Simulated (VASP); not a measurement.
Band structure of PtS₂ (1T layered). Method: RPBE GGA, VASP's PBE PAW potentials (set 64) (plane waves; VASP 6.6.1).

Without a dispersion term in the relaxation, distances and binding between the weakly bound layers, chains or molecules are unreliable, and so is what depends on them. Unless said otherwise, spin-orbit coupling is left out, though it shifts the bands of the heavy elements here.

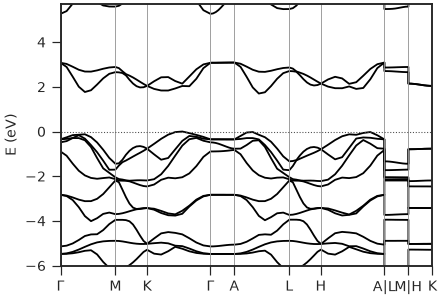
Figure. Bands along high-symmetry lines, zero at the valence-band maximum or, without a gap, the Fermi level

Problem. Read the plot: is there a gap, and where are the band edges?

Solution. The gap is indirect, 1.70 eV, from the valence maximum at K-Γ at 0.56 to the conduction minimum at A-L at 0.44. (Edges off the drawn lines would not show.)

The compound is PtS2 in the 1T layered structure. It was relaxed first, which changed the volume by +46 %.
